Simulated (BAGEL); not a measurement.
**HF/STO-3G (density fitting with qzvpp-jkfit) run of C2H4O2Si (SMILES C=C1O[SiH2]O1)**

Aim: the vertical singlet–triplet gap of C2H4O2Si at HF/STO-3G (density fitting with qzvpp-jkfit), from 2 runs. 

Program for the calculation: BAGEL 1.2.2.

### Step 1. Starting point

The species is C2H4O2Si (9 atoms), meant as a singlet with charge 0. As SMILES, `C=C1O[SiH2]O1`. The coordinates come from a PBE0-D4/def2-TZVP relaxation.

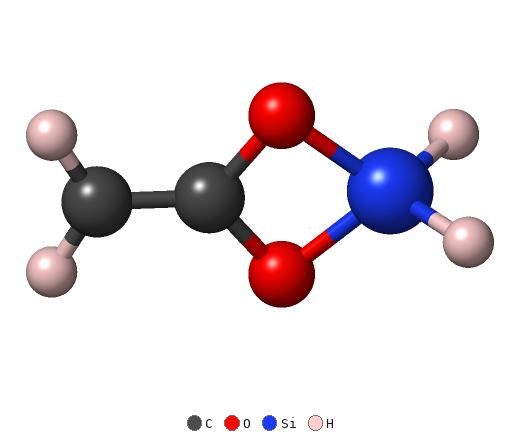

The structure, seen from a chosen angle (carbon dark grey, oxygen red, silicon blue, hydrogen pink).

### Step 2. The energy at HF/STO-3G (density fitting with qzvpp-jkfit)

Input file hf.json:

```json
{ "bagel" : [

{
  "title" : "molecule",
  "basis" : "sto-3g",
  "df_basis" : "qzvpp-jkfit",
  "angstrom" : "true",
  "geometry" : [
    { "atom" : "C", "xyz" : [       0.527300,       1.358500,      -1.129600 ] },
    { "atom" : "C", "xyz" : [       0.157300,       0.383100,      -0.322900 ] },
    { "atom" : "O", "xyz" : [      -0.585200,       0.473600,       0.838200 ] },
    { "atom" : "Si", "xyz" : [      -0.440000,      -1.190500,       0.978300 ] },
    { "atom" : "O", "xyz" : [       0.421700,      -0.967300,      -0.442100 ] },
    { "atom" : "H", "xyz" : [       0.243100,       2.374800,      -0.904500 ] },
    { "atom" : "H", "xyz" : [       1.111300,       1.132600,      -2.008400 ] },
    { "atom" : "H", "xyz" : [      -1.701100,      -1.949600,       0.840800 ] },
    { "atom" : "H", "xyz" : [       0.354100,      -1.661500,       2.132900 ] }
  ]
},

{
  "title" : "hf"
},

{
  "title" : "print",
  "file" : "orbitals.molden",
  "orbitals" : "true"
}

]}
```

On the command line:

```console
$ BAGEL_NUM_THREADS=1 BAGEL hf.json > hf.out
```

Output:

```text
* using 1 threads per process

  ===============================================================
  ===============================================================

  *** Geometry ***

  { "atom" : "C", "xyz" : [      0.996453,      2.567193,     -2.134635 ] },
  { "atom" : "C", "xyz" : [      0.297254,      0.723954,     -0.610193 ] },
  { "atom" : "O", "xyz" : [     -1.105868,      0.894974,      1.583968 ] },
  { "atom" : "Si", "xyz" : [     -0.831479,     -2.249719,      1.848719 ] },
  { "atom" : "O", "xyz" : [      0.796898,     -1.827932,     -0.835448 ] },
  { "atom" : "H", "xyz" : [      0.459392,      4.487722,     -1.709257 ] },
  { "atom" : "H", "xyz" : [      2.100053,      2.140304,     -3.795326 ] },
  { "atom" : "H", "xyz" : [     -3.214613,     -3.684210,      1.588882 ] },
  { "atom" : "H", "xyz" : [      0.669152,     -3.139780,      4.030597 ] },

  Number of auxiliary basis functions:      504

  Since a DF basis is specified, we compute 2- and 3-index integrals:
    o Being stored without compression. Storage requirement is 0.004 GB

  Number of basis functions:       33
  Number of electrons      :       46

    * METHOD: MOLECULE                             0.32

  *** RHF ***

  === Nuclear Repulsion ===
   231.1289581710

      * DIIS with orbital gradients will be used.

  === RHF iteration (sto-3g) ===
      0       -510.29030668          0.01855313           0.04
      1       -510.40247745          0.00701490           0.04
      2       -510.41522175          0.00112990           0.04
      3       -510.41608878          0.00035868           0.04
      4       -510.41615712          0.00010531           0.04
      5       -510.41616723          0.00003051           0.04
      6       -510.41616799          0.00000552           0.04
      7       -510.41616802          0.00000163           0.04
      8       -510.41616802          0.00000026           0.04
      9       -510.41616802          0.00000009           0.04
     10       -510.41616802          0.00000003           0.04
     11       -510.41616802          0.00000001           0.04
    * SCF iteration converged.

    * Permanent dipole moment:
           (    0.305218,     0.803988,    -0.664782) a.u.

    * METHOD: HF                                   0.59

    * METHOD: PRINT                                0.00

  ===============================================================
```

Run time: 1.1 s. Hardware: 1 thread of Arm Neoverse N1, shared host; peak memory 0.083 GiB.

### Step 3. The triplet

Input file input.json:

```json
{ "bagel" : [

{
  "title" : "molecule",
  "basis" : "sto-3g",
  "df_basis" : "qzvpp-jkfit",
  "angstrom" : true,
  "geometry" : [
    { "atom" : "C", "xyz" : [       0.527300,       1.358500,      -1.129600 ] },
    { "atom" : "C", "xyz" : [       0.157300,       0.383100,      -0.322900 ] },
    { "atom" : "O", "xyz" : [      -0.585200,       0.473600,       0.838200 ] },
    { "atom" : "Si", "xyz" : [      -0.440000,      -1.190500,       0.978300 ] },
    { "atom" : "O", "xyz" : [       0.421700,      -0.967300,      -0.442100 ] },
    { "atom" : "H", "xyz" : [       0.243100,       2.374800,      -0.904500 ] },
    { "atom" : "H", "xyz" : [       1.111300,       1.132600,      -2.008400 ] },
    { "atom" : "H", "xyz" : [      -1.701100,      -1.949600,       0.840800 ] },
    { "atom" : "H", "xyz" : [       0.354100,      -1.661500,       2.132900 ] }
  ]
},

{
  "title" : "uhf",
  "nopen" : 2
},

{
  "title" : "print",
  "file" : "orbitals.molden",
  "orbitals" : true
}

]}
```

On the command line:

```console
$ BAGEL_NUM_THREADS=1 BAGEL input.json > input.out
```

Output:

```text
* using 1 threads per process

  ===============================================================
  ===============================================================

  *** Geometry ***

  { "atom" : "C", "xyz" : [      0.996453,      2.567193,     -2.134635 ] },
  { "atom" : "C", "xyz" : [      0.297254,      0.723954,     -0.610193 ] },
  { "atom" : "O", "xyz" : [     -1.105868,      0.894974,      1.583968 ] },
  { "atom" : "Si", "xyz" : [     -0.831479,     -2.249719,      1.848719 ] },
  { "atom" : "O", "xyz" : [      0.796898,     -1.827932,     -0.835448 ] },
  { "atom" : "H", "xyz" : [      0.459392,      4.487722,     -1.709257 ] },
  { "atom" : "H", "xyz" : [      2.100053,      2.140304,     -3.795326 ] },
  { "atom" : "H", "xyz" : [     -3.214613,     -3.684210,      1.588882 ] },
  { "atom" : "H", "xyz" : [      0.669152,     -3.139780,      4.030597 ] },

  Number of auxiliary basis functions:      504

  Since a DF basis is specified, we compute 2- and 3-index integrals:
    o Being stored without compression. Storage requirement is 0.004 GB

  Number of basis functions:       33
  Number of electrons      :       46

    * METHOD: MOLECULE                             0.32

  *** Open-shell HF ***

  === Nuclear Repulsion ===
   231.1289581710

      * DIIS with orbital gradients will be used.

  === UHF iteration (sto-3g) ===
      0       -510.16672654          0.02970006           0.07
      1       -510.25975118          0.00930833           0.07
      2       -510.26917927          0.00347004           0.07
      3       -510.27089311          0.00142753           0.07
      4       -510.27187090          0.00050453           0.07
      5       -510.27202125          0.00005040           0.07
      6       -510.27202568          0.00001298           0.07
      7       -510.27202692          0.00000252           0.07
      8       -510.27202720          0.00000110           0.07
      9       -510.27202731          0.00000050           0.07
     10       -510.27202734          0.00000012           0.07
     11       -510.27202734          0.00000003           0.07
     12       -510.27202734          0.00000001           0.07
     13       -510.27202734          0.00000000           0.07
    * SCF iteration converged.

    * S^2 (UHF) is 2.0183

    * Permanent dipole moment:
           (    0.190408,     0.501241,    -0.414380) a.u.

    * METHOD: UHF                                  1.14

    * METHOD: PRINT                                0.00

  ===============================================================
```

Wall time 1.6 s (1 thread of Arm Neoverse N1, shared host); peak memory 0.083 GiB.

### Step 4. Summary of results

At HF/STO-3G (density fitting with qzvpp-jkfit):

```
                                        quantity          value
                           singlet: total energy  -510.41617 Eh
                          singlet: dipole moment         2.76 D
                            singlet: HOMO energy       -6.61 eV
                            singlet: LUMO energy        9.78 eV
                          singlet: HOMO–LUMO gap       16.39 eV
                           triplet: total energy  -510.27203 Eh
                          triplet: dipole moment         1.72 D
                                   triplet: ⟨S²⟩          2.018
vertical energy of the triplet above the singlet       3.922 eV
```

At this shape the triplet lies 3.92 eV (378 kJ/mol) above the singlet. In a minimal basis such a difference can be off by several eV, whatever the method.
